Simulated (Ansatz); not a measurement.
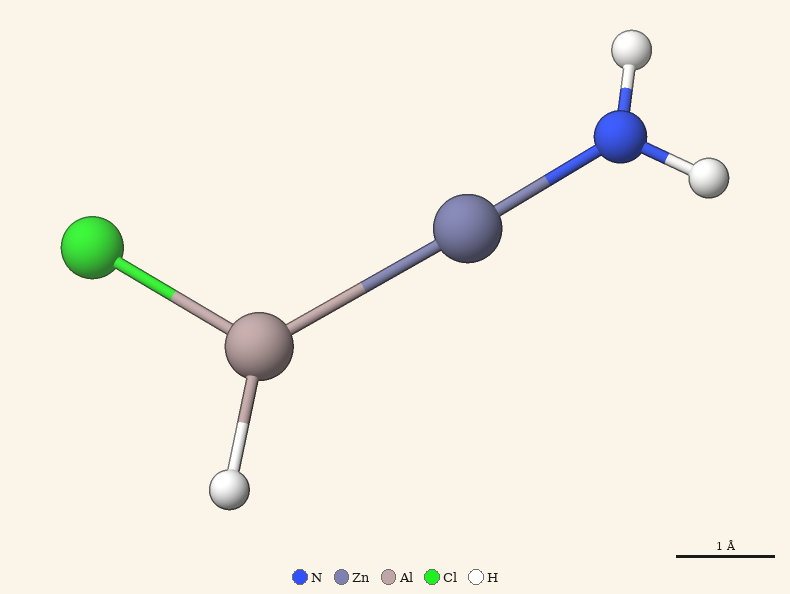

The structure as it stands in the input.

Input file:

```yaml
crystal:
  periodic: [false, false, false]
  atoms:
    - {symbol: N, position_ang: [-0.001212, 2.015176, -0.913579]}
    - {symbol: Zn, position_ang: [0.080506, 0.374097, -0.128517]}
    - {symbol: Al, position_ang: [0.123011, -1.798614, 0.999992]}
    - {symbol: Cl, position_ang: [-1.524356, -3.084203, 0.665172]}
    - {symbol: H, position_ang: [0.786925, 2.639305, -0.980715]}
    - {symbol: H, position_ang: [-0.693034, 2.266027, -1.601923]}
    - {symbol: H, position_ang: [1.228159, -2.411778, 1.959560]}
basis:
  gaussian: {orbitals: ANO-RCC-VTZP}
total_charge: 1
magnetization: {spin_polarized: true, initial_magnetization: 1}
hamiltonian: {xc: {name: PBE-QIDH}}
scf: {lower_state_search: light}
```

It was started with:

```sh
ansatz run in.yaml --threads 2 --pin off --events-out ev --progress --plain --max-ram 4352MiB
```

Result:

```
Functional definition: PBE-QIDH
  name "PBE-QIDH"
  cite "Brémond, Sancho-García, Pérez-Jiménez & Adamo, J. Chem. Phys. 141, 031101 (2014) doi:10.1063/1.4890314"
  cite "Perdew, Burke & Ernzerhof, Phys. Rev. Lett. 77, 3865 (1996) doi:10.1103/PhysRevLett.77.3865"
  parameter a = 3^(-1/3)
  parameter c = 1/3
  exchange = (1 - a)*pbe_x + a*exact_x
  correlation = (1 - c)*pbe_c + c*(mp2_os + mp2_ss)
1281 factors; integrals over basis functions are off by at most 1.1e-3 eV
mean field evaluation 1: about -69524.2568 eV, gradient 5.1e1 eV
mean field evaluation 2: about -69524.3244 eV, gradient 5.1e1 eV
mean field evaluation 4: about -69533.7163 eV, gradient 1.8e1 eV
mean field evaluation 8: about -69535.5022 eV, gradient 6.7e-1 eV
mean field evaluation 16: about -69535.8021 eV, gradient 1.0e1 eV
mean field evaluation 32: about -69516.8937 eV, gradient 2.6e1 eV
mean field -69536.48800256 eV, -2555.4188005696 hartree, gradient 1.0e-5 eV, S^2 0.757303; 2 other end points of the search recorded, 0 dependent functions left out
16 core orbitals not correlated, not the lowest: weight in the atoms' cores, before any rotation towards them, 1.000 or more for the frozen orbitals, at most 0.000 for the correlated occupied ones
reference -69536.48802066 eV, -2555.4188012348 hartree; 19, 18 occupied and 164, 165 virtual orbitals, 1281 factors
second order -38.82512652 eV of doubles, -0.00000000 eV of singles
Total energy: -69549.42972950 eV, -2555.8944002625 hartree
Relativity: scalar
```

Self-consistency was reached.
